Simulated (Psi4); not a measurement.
**Excited-state calculation, with input and output: InNH₄**

System: InNH₄.
Method: CIS/LANL2DZ, RHF, core potentials LANL2DZ (Psi4 1.11).

The geometry comes from this level: PBE0-D4/def2-TZVP.

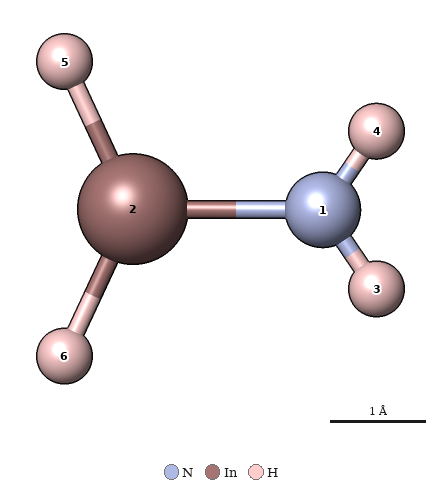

Fig. 1: The structure (ball-and-stick view, seen on its broad side; atoms are numbered from 1 in the order of the input). Sticks mark near contacts.

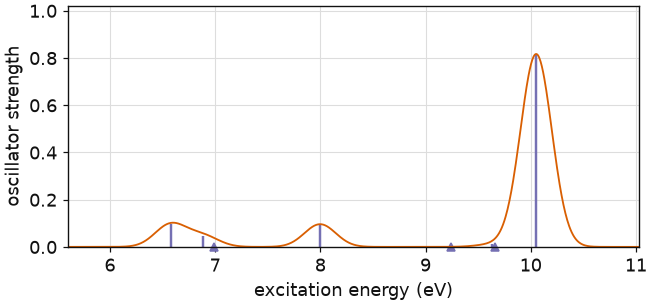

Fig. 2: Computed excitations as sticks (degenerate states added up, dark ones marked on the axis), with a Gaussian envelope of 0.35 eV full width at half maximum, scaled to the tallest. Of the 8 states the lowest lies at 6.58 eV (f = 0.096); the strongest line is at 10.05 eV, or 123 nm (f = 0.817).

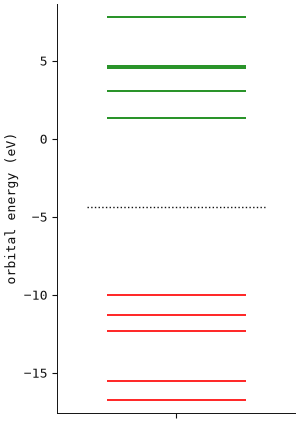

Fig. 3: Orbital energies near the frontier (SCF reference); the dotted line parts filled from empty levels, and levels within 0.02 eV of each other stand side by side. Highest filled −10.03 eV, lowest empty 1.35 eV, 11.38 eV apart.

These pictures come from the run below.

Input file (h4inn.py)
```python
import psi4

psi4.set_memory('1600 MB')
psi4.set_num_threads(1)
psi4.core.set_output_file('run.log', False)

molecule = psi4.geometry("""
0 1
N     -0.092200    -1.060500     0.036600
In     0.095300     0.935900    -0.048300
H     -0.598000    -1.552900     0.753400
H      0.311900    -1.697300    -0.629300
H      1.012500     1.520500    -1.370700
H     -0.687400     1.790300     1.212100
symmetry c1
""")

options = {'basis': 'LANL2DZ', 'scf_type': 'df', 'tdscf_states': 8, 'tdscf_tda': True}
psi4.set_options(options)

e_tot, wfn = psi4.energy("td-hf", return_wfn=True)
print(f'td-hf energy: {e_tot:.10f} Eh')
```

Launched with:
```bash
python h4inn.py
```

The program's output
```
=> Loading Basis Set <=

    Name: LANL2DZ
    Role: ORBITAL
    Keyword: BASIS

    !!!  WARNING: ECP capability is in beta. Please check occupations closely.  !!!

         ---------------------------------------------------------
                                   SCF
                              RHF Reference
                        1 Threads,   1525 MiB Core
         ---------------------------------------------------------

  ==> Geometry <==

    Molecular point group: c1
    Full point group: C1

    Geometry (in Angstrom), charge = 0, multiplicity = 1:

       Center              X                  Y                   Z               Mass
    ------------   -----------------  -----------------  -----------------  -----------------
         N           -0.165155384836    -1.758187477697     0.074753914986    14.003074004430
         IN           0.022344615164     0.238212522303    -0.010146085014   114.903878776000
         H           -0.670955384836    -2.250587477697     0.791553914986     1.007825032230
         H            0.238944615164    -2.394987477697    -0.591146085014     1.007825032230
         H            0.939544615164     0.822812522303    -1.332546085014     1.007825032230
         H           -0.760355384836     1.092612522303     1.250253914986     1.007825032230

  Running in c1 symmetry.

  Rotational constants: A =      2.69918  B =      0.26676  C =      0.24277 [cm^-1]
  Rotational constants: A =  80919.27858  B =   7997.25586  C =   7277.97579 [MHz]
  Nuclear repulsion =   19.350650243551168

  Charge       = 0
  Multiplicity = 1
  Electrons    = 14
  Nalpha       = 7
  Nbeta        = 7

  ==> Algorithm <==

  SCF Algorithm Type is DF.
  DIIS enabled.
  MOM disabled.
  Fractional occupation disabled.
  Guess Type is SAD.
  Energy threshold   = 1.00e-06
  Density threshold  = 1.00e-06
  Integral threshold = 1.00e-12

  ==> Primary Basis <==

  Basis Set: LANL2DZ
    Blend: LANL2DZ
    Number of shells: 17
    Number of basis functions: 25
    Number of Cartesian functions: 25
    Spherical Harmonics?: false
    Max angular momentum: 1

  Core potential: LANL2DZ
    Number of shells: 4
    Number of ECP primitives: 20
    Number of ECP core electrons: 46
    Max angular momentum: 3

   => Loading Basis Set <=

    Name: (LANL2DZ AUX)
    Role: JKFIT
    Keyword: DF_BASIS_SCF

  ==> Integral Setup <==

  DFHelper Memory: AOs need 0.004 GiB; user supplied 1.118 GiB.
  SCF_SUBTYPE=INCORE selected. In-core MEM_DF algorithm will be used.
  Using in-core AOs.

  ==> MemDFJK: Density-Fitted J/K Matrices <==

    J tasked:                   Yes
    K tasked:                   Yes
    wK tasked:                   No
    Memory [MiB]:              1144
    Algorithm:                 Core
    Schwarz Cutoff:           1E-12
    Mask sparsity (%):       0.0000
    Fitting Condition:        1E-10

   => Auxiliary Basis Set <=

  Basis Set: (LANL2DZ AUX)
    Blend: DEF2-UNIVERSAL-JKFIT
    Number of shells: 95
    Number of basis functions: 482
    Number of Cartesian functions: 482
    Spherical Harmonics?: false
    Max angular momentum: 5

  Minimum eigenvalue in the overlap matrix is 3.6918617950E-02.
  Reciprocal condition number of the overlap matrix is 9.2340875005E-03.
    Using symmetric orthogonalization.

  ==> Pre-Iterations <==

  SCF Guess: Superposition of Atomic Densities via on-the-fly atomic UHF (no occupation information).

   -------------------------
    Irrep   Nso     Nmo
   -------------------------
     A         25      25
   -------------------------
    Total      25      25
   -------------------------

  ==> Iterations <==

                           Total Energy        Delta E     RMS |[F,P]|

   @DF-RHF iter SAD:   -57.62919317917095   -5.76292e+01   0.00000e+00
   @DF-RHF iter   1:   -58.41798806205881   -7.88795e-01   1.90932e-02 ADIIS/DIIS
   @DF-RHF iter   2:   -58.48825821280631   -7.02702e-02   1.33379e-02 ADIIS/DIIS
   @DF-RHF iter   3:   -58.54111696790098   -5.28588e-02   1.12573e-03 ADIIS/DIIS
   @DF-RHF iter   4:   -58.54180268204516   -6.85714e-04   1.23823e-04 ADIIS/DIIS
   @DF-RHF iter   5:   -58.54181277856271   -1.00965e-05   2.41615e-05 DIIS
   @DF-RHF iter   6:   -58.54181336129135   -5.82729e-07   6.12914e-06 DIIS
   @DF-RHF iter   7:   -58.54181342195777   -6.06664e-08   1.10879e-06 DIIS
   @DF-RHF iter   8:   -58.54181342396799   -2.01022e-09   2.25508e-07 DIIS
  Energy and wave function converged.

  ==> Post-Iterations <==

    Orbital Energies [Eh]
    ---------------------

    Doubly Occupied:

       1A    -15.504045     2A     -1.074647     3A     -0.616023
       4A     -0.569617     5A     -0.452932     6A     -0.414643
       7A     -0.368491

    Virtual:

       8A      0.049667     9A      0.112231    10A      0.167629
      11A      0.170861    12A      0.288149    13A      0.321460
      14A      0.327483    15A      0.415807    16A      0.430941
      17A      0.762636    18A      0.813880    19A      0.869781
      20A      1.239885    21A      1.280381    22A      1.303553
      23A      1.376948    24A      1.449635    25A     11.769476

    Final Occupation by Irrep:
              A
    DOCC [     7 ]
    NA   [     7 ]
    NB   [     7 ]

  @DF-RHF Final Energy:   -58.54181342396799

   => Energetics <=

    Nuclear Repulsion Energy =             19.3506502435511685
    One-Electron Energy =                -117.7841309650285808
    Two-Electron Energy =                  39.8916672975094144
    Total Energy =                        -58.5418134239679944

Computation Completed

Properties will be evaluated at   0.000000,   0.000000,   0.000000 [a0]

Properties computed using the SCF density matrix

 Multipole Moments:

 ------------------------------------------------------------------------------------
     Multipole            Electronic (a.u.)      Nuclear  (a.u.)        Total (a.u.)
 ------------------------------------------------------------------------------------

 L = 1.  Multiply by 2.5417464519 to convert [e a0] to [Debye]
 Dipole X            :          2.5429844           -2.5357770            0.0072074
 Dipole Y            :         27.1037430          -27.0662160            0.0375270
 Dipole Z            :         -1.1533440            1.1545373            0.0011933
 Magnitude           :                                                    0.0382315

 ------------------------------------------------------------------------------------

	total time  =          0 seconds =       0.00 minutes

******************************************************************************************
**********                               WARNING                                **********
**********       The names of excited state variables changed between 1.5       **********
**********     and 1.6. For a quick solution, remove the symmetry specifier     **********
**********   from the variable name. For full details, see 'Notes on Psivars'   **********
**********                        in the documentation.                         **********
******************************************************************************************

         ---------------------------------------------------------
                         TDSCF excitation energies
         ---------------------------------------------------------

  ==> Options <==

     Residual threshold  : 1.0000e-04
     Initial guess       : denominators
     Reference           : RHF
     Solver type         : TDA (Davidson)

  ==> Requested Excitations <==

      8 singlet states with A symmetry

  ==> Seeking the lowest 8 singlet states with A symmetry

                         Generalized Davidson Solver

  ==> Options <==

    Max number of iterations        = 60
    Eigenvector tolerance           = 1.0000e-04
    Max number of expansion vectors = 1600

  => Iterations <=
                           Max[D[value]]     Max[|R|]   # vectors
  DavidsonSolver iter   1:   3.82914e-01  9.66566e-02     32
  DavidsonSolver iter   2:   1.30584e-02  2.19884e-02     40
  DavidsonSolver iter   3:   7.86628e-04  4.27860e-03     48
  DavidsonSolver iter   4:   1.00269e-05  8.73432e-04     55
  DavidsonSolver iter   5:   2.56963e-07  2.88321e-04     59
  DavidsonSolver iter   6:   1.75394e-08  7.58064e-05     61      Converged

******************************************************************************************
**********                               WARNING                                **********
**********  Length-gauge rotatory strengths are **NOT** gauge-origin invariant  **********
******************************************************************************************

                                    Excitation Energy         Total Energy        Oscillator Strength             Rotatory Strength
     #   Sym: GS->ES (Trans)        au              eV              au          au (length)    au (velocity)    au (length)    au (velocity)
    ---- -------------------- --------------- --------------- --------------- --------------- --------------- --------------- ---------------
     1        A->A (1 A)       0.24172         6.57759        -58.30009        0.0959          0.0132          0.0001          0.0000
     2        A->A (1 A)       0.25294         6.88277        -58.28888        0.0466          0.0745          0.0000          0.0000
     3        A->A (1 A)       0.25676         6.98677        -58.28505        0.0000          0.0000         -0.0001         -0.0000
     4        A->A (1 A)       0.29392         7.99786        -58.24790        0.0961          0.0509          0.0000          0.0000
     5        A->A (1 A)       0.33981         9.24675        -58.20200        0.0000          0.0134         -0.0000         -0.0000
     6        A->A (1 A)       0.35402         9.63339        -58.18779        0.0101          0.0001          0.0000          0.0000
     7        A->A (1 A)       0.35491         9.65756        -58.18690        0.0000          0.0000          0.0000          0.0000
     8        A->A (1 A)       0.36939         10.05167       -58.17242        0.8168          0.5336         -0.0000         -0.0000

Contributing excitations
Only contributions with abs(coeff) > 1.00e-01 will be printed:

Excited State    1 (1 A):   0.24172 au   188.49 nm f = 0.0959
  Sums of squares: Xssq =  1.000000e+00
      5a  ->   9a    -0.116372 ( 1.354%)
      7a  ->   8a     0.973294 (94.730%)
      7a  ->  12a    -0.113035 ( 1.278%)

Excited State    2 (1 A):   0.25294 au   180.14 nm f = 0.0466
  Sums of squares: Xssq =  1.000000e+00
      5a  ->   8a     0.128962 ( 1.663%)
      7a  ->   9a     0.867755 (75.300%)
      7a  ->  10a     0.398867 (15.909%)
      7a  ->  14a     0.217470 ( 4.729%)
      7a  ->  15a     0.135694 ( 1.841%)

Excited State    3 (1 A):   0.25676 au   177.46 nm f = 0.0000
  Sums of squares: Xssq =  1.000000e+00
      6a  ->   8a     0.985293 (97.080%)
      6a  ->  12a    -0.169238 ( 2.864%)

Excited State    4 (1 A):   0.29392 au   155.02 nm f = 0.0961
  Sums of squares: Xssq =  1.000000e+00
      4a  ->   8a     0.108720 ( 1.182%)
      5a  ->   8a     0.965178 (93.157%)
      5a  ->  12a    -0.162035 ( 2.626%)
      7a  ->   9a    -0.137864 ( 1.901%)

Excited State    5 (1 A):   0.33981 au   134.08 nm f = 0.0000
  Sums of squares: Xssq =  1.000000e+00
      6a  ->   9a     0.986314 (97.282%)

Excited State    6 (1 A):   0.35402 au   128.70 nm f = 0.0101
  Sums of squares: Xssq =  1.000000e+00
      7a  ->   9a     0.311159 ( 9.682%)
      7a  ->  10a    -0.829396 (68.790%)
      7a  ->  14a     0.390841 (15.276%)
      7a  ->  15a    -0.214381 ( 4.596%)

Excited State    7 (1 A):   0.35491 au   128.38 nm f = 0.0000
  Sums of squares: Xssq =  1.000000e+00
      7a  ->  11a     0.838716 (70.345%)
      7a  ->  13a     0.420587 (17.689%)
      7a  ->  16a     0.327078 (10.698%)

Excited State    8 (1 A):   0.36939 au   123.35 nm f = 0.8168
  Sums of squares: Xssq =  1.000000e+00
      4a  ->   9a     0.151980 ( 2.310%)
      4a  ->  14a     0.151671 ( 2.300%)
      5a  ->   9a     0.899319 (80.878%)
      5a  ->  10a     0.267406 ( 7.151%)
      5a  ->  14a     0.158810 ( 2.522%)
      6a  ->  11a    -0.113816 ( 1.295%)
      7a  ->   8a     0.128033 ( 1.639%)

******************************************************************************************
**********                               WARNING                                **********
**********       The names of excited state variables changed between 1.5       **********
**********     and 1.6. For a quick solution, remove the symmetry specifier     **********
**********   from the variable name. For full details, see 'Notes on Psivars'   **********
**********                        in the documentation.                         **********
******************************************************************************************
```

Standard output
```
td-hf energy: -58.5418134240 Eh
```

Results in brief

- outcome: converged
- total energy: −58.541813 hartree
- basis functions: 25
- HOMO of the SCF reference: −10.03 eV
- LUMO of the SCF reference: 1.35 eV
- lowest excitation: 6.58 eV
- hardware: 1 thread of Intel Xeon (Granite Rapids), 64 GiB of memory available, shared host
- wall time: 1.9 s
- peak memory: 0.2 GiB
